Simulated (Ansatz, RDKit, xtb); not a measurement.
# Isomers of C2H9NSSi2, a sample narrowed down, part 2 of 2

A sample of isomers of C2H9NSSi2 is drawn. Aim: find which of them has the lowest free energy at 298.15 K, then its properties. The sample is small against all isomers, and the most stable one of this formula need not be in it.

xtb, Ansatz and PySCF; isolated molecules. The steps go on from the part before.

### 7 Are they minima? Harmonic frequencies

The lowest few in one piece go on as finalists. In this search the thermal terms come from GFN2-xTB at its own nearest minimum. The first, c329b:

The input, start.xyz:

```xyz
15
c329b
C      1.088554    -1.198675    -1.225345
C      0.439246    -0.643874    -2.517410
N     -0.593117     0.841809    -0.408468
S      2.552956     1.478891     0.365335
Si     0.889756     0.097960     0.153802
Si    -1.111946     0.342870    -2.015510
H      2.472025     1.923727    -0.920962
H      0.800622    -0.483031     1.537399
H      2.149457    -1.488064    -1.371223
H      0.553290    -2.111985    -0.883215
H      0.218389    -1.443042    -3.255113
H      1.131128     0.065400    -3.021870
H     -1.388035     1.514364    -2.924358
H     -2.360063    -0.507722    -1.994638
H     -1.079176     1.558363     0.135566
```

On the command line:

```console
$ xtb start.xyz --gfn 2 --ohess tight
```

Output, cut to the lines that bear on the results:

```text
* xtb version 6.7.1
[...]
          :  # basis functions                  51          :
[...]
          :  # electrons                        36          :
[...]
          :  Hamiltonian                  GFN2-xTB          :
[...]
          :  net charge                          0          :
          :  unpaired electrons                  0          :
[...]
   *** convergence criteria satisfied after 14 iterations ***
[...]
   *** GEOMETRY OPTIMIZATION CONVERGED AFTER 14 ITERATIONS ***
[...]
   *** convergence criteria satisfied after 3 iterations ***
[...]
         ::                     SUMMARY                     ::
         :::::::::::::::::::::::::::::::::::::::::::::::::::::
         :: total energy             -18.560158990001 Eh    ::
         :: gradient norm              0.000118446580 Eh/a0 ::
         :: HOMO-LUMO gap              4.736070463178 eV    ::
         ::.................................................::
         :: SCC energy               -18.758683721801 Eh    ::
         :: -> isotropic ES            0.049549099096 Eh    ::
         :: -> anisotropic ES          0.004135950749 Eh    ::
         :: -> anisotropic XC          0.005311421209 Eh    ::
         :: -> dispersion             -0.012913389590 Eh    ::
         :: repulsion energy           0.198524731801 Eh    ::
         :: add. restraining           0.000000000000 Eh    ::
         :: total charge               0.000000000000 e     ::
         :::::::::::::::::::::::::::::::::::::::::::::::::::::
[...]
        18        2.0000           -0.3718085             -10.1174 (HOMO)
        19                         -0.1977613              -5.3814 (LUMO)
[...]
molecular dipole:
                 x           y           z       tot (Debye)
 q only:       -0.877      -0.154      -0.465
   full:       -0.939      -0.495      -0.703       3.236
molecular quadrupole (traceless):
[...]
          | TOTAL ENERGY              -18.560158990015 Eh   |
          | TOTAL ENTHALPY            -18.445224173548 Eh   |
          | TOTAL FREE ENERGY         -18.489537878032 Eh   |
          | GRADIENT NORM               0.000118501525 Eh/α |
[...]
```

Wall time 0.26 s (4 threads of Arm Neoverse V2, shared host).

### 8 Zero-point energy and free-energy terms

As xtb prints them, at 298.15 K, with its own treatment of low modes:

| label | SMILES | spin | lowest mode (cm⁻¹) | zero-point (kcal/mol) | G − E (kcal/mol) |
| --- | --- | --- | --- | --- | --- |
| c329b | S[Si@@H]1CC[SiH2]N1 | singlet | 56 | 65.7 | 44.3 |
| c391b | C[Si@@H]1N[SiH2]CS1 | singlet | 61 | 66.7 | 45.0 |
| c218d | C=C[Si@H](N)S[SiH3] | singlet | 36 | 63.9 | 41.0 |

### 9 The final energy

Each finalist gets a single point at CCSD(T)/def2-SVP + MP2/def2-TZVPP - MP2/def2-SVP.

c329b, CCSD(T)/def2-SVP:

The input, input.yaml:

```yaml
crystal:
  periodic: [false, false, false]
  atoms:
    - symbol: C
      position_ang: [1.088554, -1.198675, -1.225345]
    - symbol: C
      position_ang: [0.439246, -0.643874, -2.517410]
    - symbol: N
      position_ang: [-0.593117, 0.841809, -0.408468]
    - symbol: S
      position_ang: [2.552956, 1.478891, 0.365335]
    - symbol: Si
      position_ang: [0.889756, 0.097960, 0.153802]
    - symbol: Si
      position_ang: [-1.111946, 0.342870, -2.015510]
    - symbol: H
      position_ang: [2.472025, 1.923727, -0.920962]
    - symbol: H
      position_ang: [0.800622, -0.483031, 1.537399]
    - symbol: H
      position_ang: [2.149457, -1.488064, -1.371223]
    - symbol: H
      position_ang: [0.553290, -2.111985, -0.883215]
    - symbol: H
      position_ang: [0.218389, -1.443042, -3.255113]
    - symbol: H
      position_ang: [1.131128, 0.065400, -3.021870]
    - symbol: H
      position_ang: [-1.388035, 1.514364, -2.924358]
    - symbol: H
      position_ang: [-2.360063, -0.507722, -1.994638]
    - symbol: H
      position_ang: [-1.079176, 1.558363, 0.135566]
basis:
  gaussian:
    orbitals: def2-SVP
correlation:
  method: ccsd_t
  frozen_orbitals: {Si: 5, "N": 1, C: 1, H: 0, S: 5}
```

On the command line:

```console
$ ansatz run input.yaml --threads 4 --pin off --max-ram 7830MiB --events-out events.jsonl --progress --plain --runs-dir runs
```

Output, cut to the lines that bear on the results:

```text
Warning: RAYON_NUM_THREADS=4 ignored (pool sized by the plan → 4); use --threads N
Functional definition: HF
  name "HF"
[...]
1397 factors; integrals over basis functions are off by at most 1.3e-3 eV
[...]
mean field -30218.57264390 eV, -1110.5120617793 hartree, gradient 2.9e-6 eV, S^2 0.000000; 0 other end points of the search recorded, 0 dependent functions left out
18 core orbitals not correlated: weight in the atoms' cores, before any rotation towards them, 1.000 or more for the frozen orbitals, at most 0.000 for the correlated occupied ones
reference -30218.57264390 eV, -1110.5120617793 hartree; 18, 18 occupied and 105, 105 virtual orbitals, 1397 factors
second order -21.01772900 eV of doubles, -0.00000000 eV of singles
cycle   1  -22.31575236 eV  change    -1.3e0 eV  update   1.1e-1
[...]
cycle   8  -23.04933969 eV  change   -1.3e-5 eV  update   3.6e-5
perturbative correction -0.72043536 eV, -0.0264755113 hartree
Total energy: -30242.34241896 eV, -1111.3855849007 hartree
```

Run time: 17 s. Hardware: 4 threads of Arm Neoverse V2, shared host; peak memory 0.98 GiB.

### 10 c329b at MP2/def2-TZVPP

The input, input.yaml:

```yaml
basis:
  gaussian:
    orbitals: def2-TZVPP
crystal:
  periodic: [false, false, false]
  atoms:
    - {symbol: C, position_ang: [1.088554, -1.198675, -1.225345]}
    - {symbol: C, position_ang: [0.439246, -0.643874, -2.517410]}
    - {symbol: "N", position_ang: [-0.593117, 0.841809, -0.408468]}
    - {symbol: S, position_ang: [2.552956, 1.478891, 0.365335]}
    - {symbol: Si, position_ang: [0.889756, 0.097960, 0.153802]}
    - {symbol: Si, position_ang: [-1.111946, 0.342870, -2.015510]}
    - {symbol: H, position_ang: [2.472025, 1.923727, -0.920962]}
    - {symbol: H, position_ang: [0.800622, -0.483031, 1.537399]}
    - {symbol: H, position_ang: [2.149457, -1.488064, -1.371223]}
    - {symbol: H, position_ang: [0.553290, -2.111985, -0.883215]}
    - {symbol: H, position_ang: [0.218389, -1.443042, -3.255113]}
    - {symbol: H, position_ang: [1.131128, 0.065400, -3.021870]}
    - {symbol: H, position_ang: [-1.388035, 1.514364, -2.924358]}
    - {symbol: H, position_ang: [-2.360063, -0.507722, -1.994638]}
    - {symbol: H, position_ang: [-1.079176, 1.558363, 0.135566]}
total_charge: 0
correlation:
  method: mp2
  frozen_orbitals: {Si: 5, "N": 1, C: 1, H: 0, S: 5}
```

On the command line:

```console
$ ansatz run input.yaml --threads 4 --pin off --max-ram 7830MiB --events-out events.jsonl --progress --plain --runs-dir runs
```

Output:

```text
Warning: RAYON_NUM_THREADS=4 ignored (pool sized by the plan → 4); use --threads N
[... 2 set-up lines as earlier in the session ...]
  exchange = exact_x
  correlation = 0
1981 factors; integrals over basis functions are off by at most 1.2e-3 eV
mean field evaluation 1: about -30226.5106 eV, gradient 4.5e1 eV
mean field evaluation 2: about -30226.8674 eV, gradient 4.5e1 eV
mean field evaluation 4: about -30232.0861 eV, gradient 5.1e0 eV
mean field evaluation 8: about -30232.1927 eV, gradient 3.3e-1 eV
mean field evaluation 16: about -30232.1934 eV, gradient 2.8e-6 eV
mean field -30232.19338785 eV, -1111.0126148869 hartree, gradient 2.8e-6 eV, S^2 0.000000; 0 other end points of the search recorded, 0 dependent functions left out
18 core orbitals not correlated: weight in the atoms' cores, before any rotation towards them, 1.000 or more for the frozen orbitals, at most 0.000 for the correlated occupied ones
reference -30232.19338785 eV, -1111.0126148869 hartree; 18, 18 occupied and 309, 309 virtual orbitals, 1981 factors
second order -26.50116391 eV of doubles, -0.00000000 eV of singles
Total energy: -30258.69455176 eV, -1111.9865146975 hartree
```

It took 8.7 s on 4 threads of Arm Neoverse V2, shared host; peak memory 1.2 GiB.

### 11 c391b at CCSD(T)/def2-SVP

The input, input.yaml:

```yaml
crystal:
  periodic: [false, false, false]
  atoms:
    - {symbol: C, position_ang: [-1.306169, -1.596015, -0.037643]}
    - {symbol: C, position_ang: [0.958353, 0.997321, -3.072321]}
    - {symbol: "N", position_ang: [1.186722, 0.180100, -0.363857]}
    - {symbol: S, position_ang: [-0.425018, -0.225358, -2.898913]}
    - {symbol: Si, position_ang: [0.220030, -1.125226, -1.028433]}
    - {symbol: Si, position_ang: [1.405313, 1.623777, -1.335398]}
    - {symbol: H, position_ang: [-1.020063, -2.038475, 0.939112]}
    - {symbol: H, position_ang: [-1.941543, -0.707081, 0.144142]}
    - {symbol: H, position_ang: [-1.904794, -2.353008, -0.585466]}
    - {symbol: H, position_ang: [1.062024, -2.363575, -1.222817]}
    - {symbol: H, position_ang: [1.706745, 0.053250, 0.508034]}
    - {symbol: H, position_ang: [0.497123, 2.766755, -0.956093]}
    - {symbol: H, position_ang: [2.828537, 2.114427, -1.244636]}
    - {symbol: H, position_ang: [1.823833, 0.527524, -3.583713]}
    - {symbol: H, position_ang: [0.574266, 1.809244, -3.721873]}
basis:
  gaussian:
    orbitals: def2-SVP
correlation:
  method: ccsd_t
  frozen_orbitals: {Si: 5, "N": 1, C: 1, H: 0, S: 5}
```

On the command line:

```console
$ ansatz run input.yaml --threads 4 --pin off --max-ram 7830MiB --events-out events.jsonl --progress --plain --runs-dir runs
```

Output, cut to the lines that bear on the results:

```text
Warning: RAYON_NUM_THREADS=4 ignored (pool sized by the plan → 4); use --threads N
[... 2 set-up lines as earlier in the session ...]
[...]
1393 factors; integrals over basis functions are off by at most 1.2e-3 eV
[...]
mean field -30218.53701353 eV, -1110.5107523871 hartree, gradient 2.6e-6 eV, S^2 0.000000; 0 other end points of the search recorded, 0 dependent functions left out
18 core orbitals not correlated: weight in the atoms' cores, before any rotation towards them, 1.000 or more for the frozen orbitals, at most 0.000 for the correlated occupied ones
reference -30218.53701353 eV, -1110.5107523871 hartree; 18, 18 occupied and 105, 105 virtual orbitals, 1393 factors
second order -20.97308681 eV of doubles, -0.00000000 eV of singles
cycle   1  -22.25100627 eV  change    -1.3e0 eV  update   1.1e-1
[...]
cycle   8  -22.98960271 eV  change   -1.1e-5 eV  update   4.0e-5
perturbative correction -0.72318224 eV, -0.0265764572 hartree
Total energy: -30242.24979848 eV, -1111.3821811611 hartree
```

It took 17 s on 4 threads of Arm Neoverse V2, shared host; peak memory 0.98 GiB.

For c218d the log finds that unrestricted Hartree-Fock orbitals lie lower, a sign to watch the closed-shell reference there.

### 12 Free energies and the winner

Energies in kcal/mol from c329b; G adds the thermal terms to the CCSD(T)/def2-SVP + MP2/def2-TZVPP - MP2/def2-SVP energy. The columns left of the relaxed level are at the tight-binding geometries.

| label | SMILES | spin | GFN2-xTB | HF/STO-3G | r2SCAN-D4/def2-SVP | PBE-D3(BJ)/def2-SVP | HF/def2-SVP | MP2/def2-SVP | CCSD(T)/def2-SVP + MP2/def2-TZVPP - MP2/def2-SVP | G | share at equilibrium | T1 |
| --- | --- | --- | --- | --- | --- | --- | --- | --- | --- | --- | --- | --- |
| c329b | S[Si@@H]1CC[SiH2]N1 | singlet | 0.0 | 0.0 | 0.0 | 0.0 | 0.0 | 0.0 | 0.0 | 0.0 | 50.7 % | 0.011 |
| c391b | C[Si@@H]1N[SiH2]CS1 | singlet | 0.6 | -5.1 | 1.3 | 1.2 | 0.8 | 1.9 | -0.7 | 0.0 | 49.3 % | 0.011 |
| c218d | C=C[Si@H](N)S[SiH3] | singlet | 22.6 | 55.3 | 28.9 | 26.7 | 22.3 | 27.6 | 24.0 | 20.7 | < 0.1 % | 0.011 |

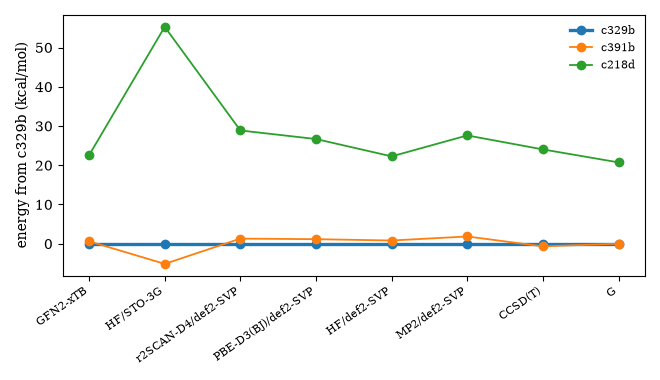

The finalists at each level, measured from c329b.

Lowest found: c329b, `S[Si@@H]1CC[SiH2]N1`, a singlet. Bond lengths: C1–C2 1.549 Å, C1–Si5 1.903 Å, N3–Si5 1.752 Å, S4–Si5 2.172 Å, C2–Si6 1.906 Å, N3–Si6 1.761 Å, S4–H7 1.363 Å, Si5–H8 1.503 Å, C1–H9 1.109 Å, C1–H10 1.113 Å, C2–H11 1.110 Å, C2–H12 1.112 Å, Si6–H13 1.508 Å, Si6–H14 1.511 Å, N3–H15 1.023 Å. Some angles: C1–C2–Si6 107.9°, C2–C1–Si5 108.5°, C1–Si5–N3 98.3°, C1–Si5–S4 115.1°, N3–Si5–S4 114.2°, Si5–N3–Si6 115.0°, C2–Si6–N3 98.5°, C1–C2–H11 112.3°, C1–C2–H12 110.3°, Si6–C2–H11 112.7°.

```xyz
15

C     1.0886   -1.1987   -1.2253
C     0.4392   -0.6439   -2.5174
N    -0.5931    0.8418   -0.4085
S     2.5530    1.4789    0.3653
Si    0.8898    0.0980    0.1538
Si   -1.1119    0.3429   -2.0155
H     2.4720    1.9237   -0.9210
H     0.8006   -0.4830    1.5374
H     2.1495   -1.4881   -1.3712
H     0.5533   -2.1120   -0.8832
H     0.2184   -1.4430   -3.2551
H     1.1311    0.0654   -3.0219
H    -1.3880    1.5144   -2.9244
H    -2.3601   -0.5077   -1.9946
H    -1.0792    1.5584    0.1356
```

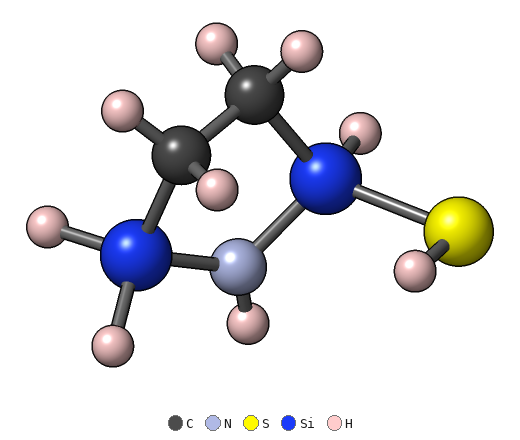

The lowest structure found, seen from a chosen angle (carbon dark grey, nitrogen light blue, sulfur yellow, silicon blue, hydrogen pink).

### 13 Results

What follows sums up all 2 parts.

| quantity | value |
| --- | --- |
| lowest structure found | S[Si@@H]1CC[SiH2]N1, singlet |
| next finalist | C[Si@@H]1N[SiH2]CS1, singlet, 0.0 kcal/mol higher in G |
| share at equilibrium, among the finalists | 50.7 % |
| funnel | 23 starts, 22 minima at GFN2-xTB, 9 screening runs, 3 relaxed, 3 ranked |
| CPU time of all runs | 11 min |

In words: The search ends on `S[Si@@H]1CC[SiH2]N1`. Its margin of 0.0 kcal/mol is inside the likely error of CCSD(T)/def2-SVP + MP2/def2-TZVPP - MP2/def2-SVP with harmonic terms (about 1.5 kcal/mol), so the order of the first two is not settled. The thermal terms turn the order: in electronic energy alone `C[Si@@H]1N[SiH2]CS1` is lowest. They come from GFN2-xTB, so the order rests on a rough term. With modes this soft, harmonic terms can't settle so small a difference. GFN2-xTB, r2SCAN-D4/def2-SVP, PBE-D3(BJ)/def2-SVP, HF/def2-SVP and MP2/def2-SVP already put its bonding pattern lowest among the structures in one piece; HF/STO-3G favours the singlet C[Si@@H]1N[SiH2]CS1. The largest share of the time went into the final energies (45 %). 2 minima inside the window were never screened. The search is not exhaustive (a finite list of starts, one conformer a finalist), so a lower isomer can't be ruled out. Only 8 drawn patterns were tried, so whole families of isomers are missing, and the result ranks this sample alone.
